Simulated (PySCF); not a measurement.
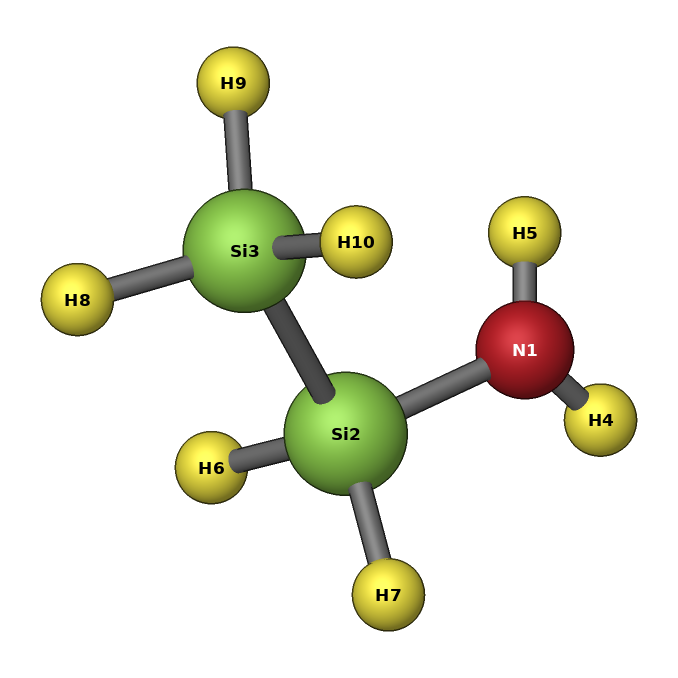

Computed geometry: PBE0-D3(BJ)/def2-SVP optimisation. No frequency run is at hand to confirm it as a minimum. Properties computed with GIAO PBE0/pcSseg-1 NMR shielding, non-relativistic, gas phase (PySCF 2.14.0). Principal shieldings σ11 ≤ σ22 ≤ σ33, span Ω = σ33 − σ11, skew κ = 3(σiso − σ22)/Ω.

Question: Which Si atom has the most anisotropic shielding?

Answer: Si2, with a span of 126 ppm.

Give the shielding tensors of the Si atoms.

```csv
atom,σ11,σ22,σ33,σiso,Ω,κ
Si2,350.5,377.3,476.4,401.4,125.9,0.57
Si3,450.2,459.6,469.1,459.6,18.8,0.01
```

Shieldings and span in ppm.
